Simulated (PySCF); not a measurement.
C3H9FSi3 (charge +1, doublet)

Input

```
{"job": {"kind": "epr", "basis": "pcH-1"}, "charge": 1, "multiplicity": 2}
F      3.783721    -0.867205    -0.072640
C      3.472770     0.467598    -0.106293
C      2.038338     0.641300    -0.074661
C      0.829060     0.703455    -0.046126
Si    -1.003664     0.736024     0.000463
Si    -1.901198    -0.627244    -1.823616
Si    -1.803424    -0.498487     1.956672
H      3.895579     0.882957    -1.030309
H      3.941942     0.938769     0.767151
H     -1.338483     2.163389    -0.041823
H     -1.407069     0.013029    -3.034141
H     -3.348926    -0.533887    -1.658630
H     -1.373426    -1.967128    -1.594458
H     -3.257931    -0.417909     1.856824
H     -1.252887     0.225220     3.093736
H     -1.281999    -1.850935     1.796442
```

Command:

```sh
OMP_NUM_THREADS=1 python probes_run.py task.json out
```

Geometry: GFN2-xTB.

Computed with UKS B3LYP, pcH-1 on C F H Si, non-relativistic, mean-field spin-orbit, GIAO in PySCF 2.14.0, density-fitted response routines.

Predict the electron density, electron localisation function and spin density between the atoms.

Answer. C–C (1.21 Å): ρ at the midpoint is about 2.8 e/Å³; the ELF peaks at about 0.85 between the atoms; a multiple bond.
C–Si (1.83 Å): the density is about 0.94 e/Å³ at the midpoint; the ELF peaks at about 0.95 between the atoms: localised, covalent bonding.
Si–Si (2.45 Å): the density is about 0.49 e/Å³ at the midpoint; the ELF peaks at about 1 between the atoms: a covalent bond.
Si–H (1.46 Å): ρ is about 0.83 e/Å³ halfway; the ELF climbs to about 1 towards the hydrogen, as it does in any bond to H.
The unpaired spin (1 electron) lies mostly on Si5 (about 0.2), Si6 (about 0.2), Si7 (about 0.2), C3 (about 0.2) and C4 (about 0.1), in electrons by Hirshfeld's partition.

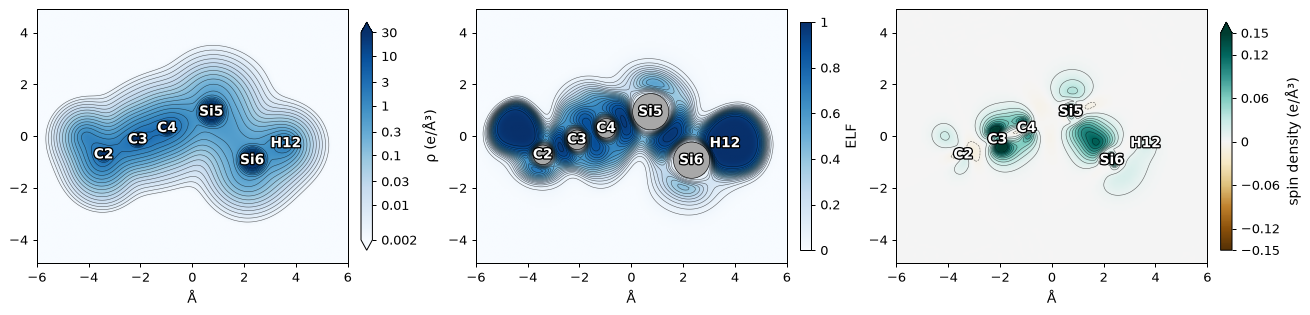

Computed electron density, electron localisation function and spin density on the plane of atoms C4, Si5 and Si6, in this order. Grey discs cover the atomic cores in the ELF map. 
